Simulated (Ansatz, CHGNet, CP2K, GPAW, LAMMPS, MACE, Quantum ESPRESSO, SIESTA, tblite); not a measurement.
# Which run comes nearest? Liquid mixture of dimethylformamide and H2O at 300 K (102 atoms)

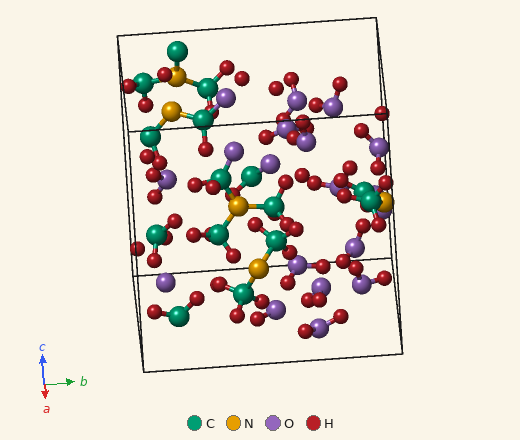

The cell (carbon teal, nitrogen orange, oxygen purple, hydrogen red). Bonds to atoms that aren't drawn are left out. Some periodic images of atoms are drawn too.

Density of this cell: 0.970 g/cm³. The cell holds 102 atoms: 15 C, 5 N, 19 O and 63 H. Cell: a = 10.188 Å, b = 10.188 Å, c = 10.188 Å, α = 90.0°, β = 90.0°, γ = 90.0°. 5 dimethylformamide, 14 H2O placed at random, at 0.97 g/cm³; overlaps pushed apart, then 10 ps at 450 K with MMFF94 bonds, angles, torsions, charges and radii (Halgren, J. Comput. Chem. 17, 490 (1996)) in harmonic and 12-6 forms; SPC/E water (Berendsen, Grigera and Straatsma, J. Phys. Chem. 91, 6269 (1987)). Snapshot after 20 ps at 300 K and fixed volume.

Geometry: as built.

The reference, a calculation:

| Quantity | Value |
| --- | --- |
| method | Kohn-Sham DFT, PBE, SSSP efficiency 1.3.0 pseudopotentials, plane waves (Quantum ESPRESSO 7.5); sssp-pbe-1.3.0-efficiency, cutoffs 60/480 Ry, Γ point |
| r.m.s. force component | 0.891 eV/Å |
| longest force | 5.952 eV/Å |
| pressure | 0.792 GPa |
| gap (highest filled to lowest empty level) | 3.676 eV |
| time | 1.8 min on 2 MPI ranks of Arm Neoverse V2, shared host |
| CPU time | 3.6 min |

Runs, in no order:
A. CP2K PBE, DZVP-MOLOPT-SR, 600/70 Ry, diagonalisation: Kohn-Sham DFT, PBE, GTH-PBE pseudopotentials, Gaussian and plane waves, DZVP-MOLOPT-SR-GTH, diagonalisation
B. SIESTA PBE, DZP, shift 0.01 Ry, mesh 500 Ry: Kohn-Sham DFT, PBE, PseudoDojo 0.4.1 norm-conserving pseudopotentials (converted to PSML), numerical atomic orbitals (DZP), diagonalisation
C. SIESTA PBE, SZ, shift 0.01 Ry, mesh 500 Ry: Kohn-Sham DFT, PBE, PseudoDojo 0.4.1 norm-conserving pseudopotentials (converted to PSML), numerical atomic orbitals (SZ), diagonalisation
D. GPAW PBE, LCAO dzp, h 0.28 Å: Kohn-Sham DFT, PBE, PAW, atomic orbitals (dzp)

**Question.** Rank the runs by how far their forces lie from the reference's, least first.

A, B, D, C.

| run | Δ force, r.m.s. (meV/Å) | share of r.m.s. force (%) | CPU time |
| --- | --- | --- | --- |
| A. CP2K PBE, DZVP-MOLOPT-SR, 600/70 Ry, diagonalisation | 91.7 | 10.3 | 6 min |
| B. SIESTA PBE, DZP, shift 0.01 Ry, mesh 500 Ry | 309 | 34.7 | 2.6 min |
| D. GPAW PBE, LCAO dzp, h 0.28 Å | 1625 | 182 | 29 s |
| C. SIESTA PBE, SZ, shift 0.01 Ry, mesh 500 Ry | 2507 | 281 | 59 s |

With short bonds to hydrogen, sets of potentials differ among themselves by several per cent in forces even at converged cutoffs, so the reference isn't exact here either. The network of contacts between molecules at the start is that of the classical potential that made the cell, and needn't be the one that DFT or experiment would give. The electronic-structure runs sample only Γ, in a cell whose shortest periodic width is 10 Å.

[Hosts, paths, dates, database ids (printed as entryN), source tags and the programs' standing remarks are cut or masked in the printed files.]

[The MMFF94 radii named for the starting cell were scaled by 0.96; in molecules described by MMFF94, hydrogen bound to N, O or S took a small fixed 12-6 site in their place.]
